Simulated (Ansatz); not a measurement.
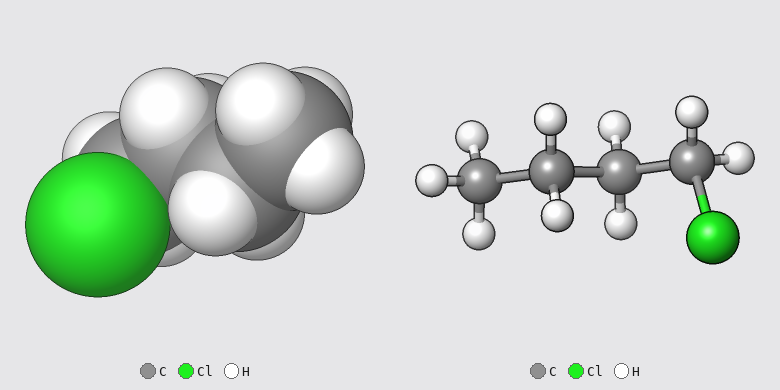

The same structure drawn twice, from different directions.

Computed geometry: PBE0-D4/def2-TZVP optimisation.

Give the formula.

Answer. C₄H₉Cl, 14 atoms: 4 carbon, 9 hydrogen and 1 chlorine.

Does it have rings?

Answer. It has no ring.

Count the bonded pairs by element.

Answer. 9 C–H, 3 C–C, 1 C–Cl.

What is its SMILES?

Answer. CCCCCl

More results for the same structure follow; atom numbers are the same in all pictures, views and colours differ.

**Geometry**

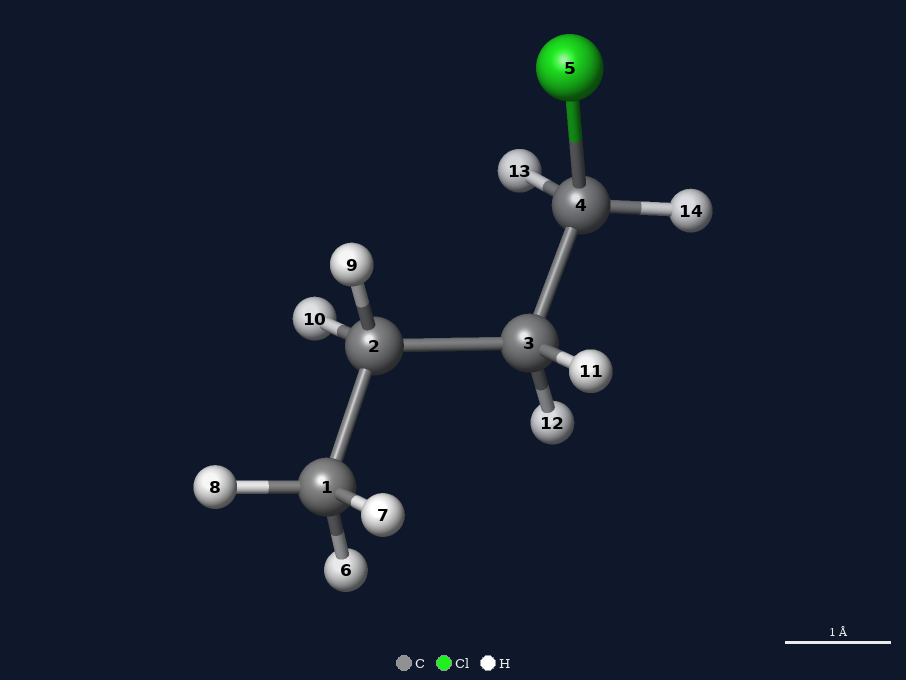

The atoms are numbered.

List the bonds and their lengths.

| bond | length (Å) | order |
| --- | --- | --- |
| C1–C2 | 1.518 | single |
| C1–H6 | 1.094 | single |
| C1–H7 | 1.094 | single |
| C1–H8 | 1.092 | single |
| C2–C3 | 1.519 | single |
| C2–H9 | 1.094 | single |
| C2–H10 | 1.096 | single |
| C3–C4 | 1.510 | single |
| C3–H11 | 1.095 | single |
| C3–H12 | 1.098 | single |
| C4–Cl5 | 1.790 | single |
| C4–H13 | 1.091 | single |
| C4–H14 | 1.089 | single |

**Charges**

The questions are on Mulliken charges. Method: RKS r2SCAN-D4/def2-TZVPP (Ansatz 0.2.0).

Which atom carries the highest charge (most positive or least negative)?

Answer. H14 (0.08 e).

And the lowest?

Answer. Cl5 (−0.20 e).

List the Mulliken charges.

```json
{"atom": "C1", "value (e)": "−0.15"}
{"atom": "C2", "value (e)": "−0.01"}
{"atom": "C3", "value (e)": "−0.01"}
{"atom": "C4", "value (e)": "0.01"}
{"atom": "Cl5", "value (e)": "−0.20"}
{"atom": "H6", "value (e)": "0.04"}
{"atom": "H7", "value (e)": "0.04"}
{"atom": "H8", "value (e)": "0.04"}
{"atom": "H9", "value (e)": "0.04"}
{"atom": "H10", "value (e)": "0.01"}
{"atom": "H11", "value (e)": "0.03"}
{"atom": "H12", "value (e)": "0.02"}
{"atom": "H13", "value (e)": "0.07"}
{"atom": "H14", "value (e)": "0.08"}
```

**Levels of theory compared**

Program: Ansatz 0.2.0.

At this fixed geometry, give HOMO energy (eV), dipole (D), HOMO–LUMO gap (eV) at these levels: B3LYP-D4/def2-TZVPP; PBE-D4/def2-TZVPP; r2SCAN-D4/def2-TZVPP; ωB97M-V/def2-TZVPP.

```json
{"level": "B3LYP-D4/def2-TZVPP", "HOMO energy (eV)": "−7.97", "dipole (D)": "1.97", "HOMO–LUMO gap (eV)": "8.62"}
{"level": "PBE-D4/def2-TZVPP", "HOMO energy (eV)": "−6.81", "dipole (D)": "1.91", "HOMO–LUMO gap (eV)": "6.70"}
{"level": "r2SCAN-D4/def2-TZVPP", "HOMO energy (eV)": "−7.13", "dipole (D)": "2.03", "HOMO–LUMO gap (eV)": "7.37"}
{"level": "ωB97M-V/def2-TZVPP", "HOMO energy (eV)": "−10.54", "dipole (D)": "1.97", "HOMO–LUMO gap (eV)": "13.13"}
```

**Thermal motion**

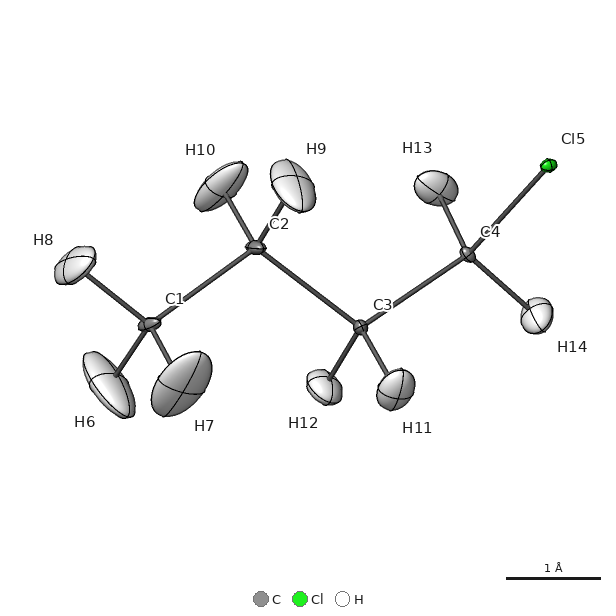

Displacement ellipsoids at the 50 % level, from the internal vibrations of the free molecule (harmonic, no overall translation or rotation; no half-axis is drawn under 0.075 Å). Vibrations computed with RKS PBE0-D4/def2-TZVP (Ansatz 0.2.0). Temperature: 200 K.

Which atom has the largest mean-square displacement?

Answer. H7, with U_eq = 0.0490 Å².

Does H7 move more along its bond or across it?

Answer. Across it: the root-mean-square amplitude is 0.109 Å along the bond and up to 0.330 Å across, since bending and torsion are softer than stretching.

Give the displacement parameters, one line for each set of equivalent atoms. Atoms whose distances differ by more than 0.02 Å in this geometry are listed apart.

```tsv
atom	U_eq (Å²)	rms amplitudes (Å)
C1	0.0059	0.043, 0.050, 0.115
C2	0.0066	0.045, 0.059, 0.119
C3	0.0036	0.040, 0.053, 0.079
C4	0.0026	0.039, 0.049, 0.062
Cl5	0.0017	0.020, 0.035, 0.060
H6	0.0488	0.101, 0.172, 0.327
H7	0.0490	0.082, 0.177, 0.330
H8	0.0275	0.082, 0.148, 0.232
H9	0.0393	0.088, 0.155, 0.294
H10	0.0358	0.088, 0.127, 0.289
H11	0.0195	0.094, 0.129, 0.182
H12	0.0179	0.091, 0.133, 0.166
H13	0.0181	0.085, 0.127, 0.176
H14	0.0168	0.088, 0.123, 0.166
```

Mulliken values depend strongly on the basis set and can even reverse the polarity of a bond.
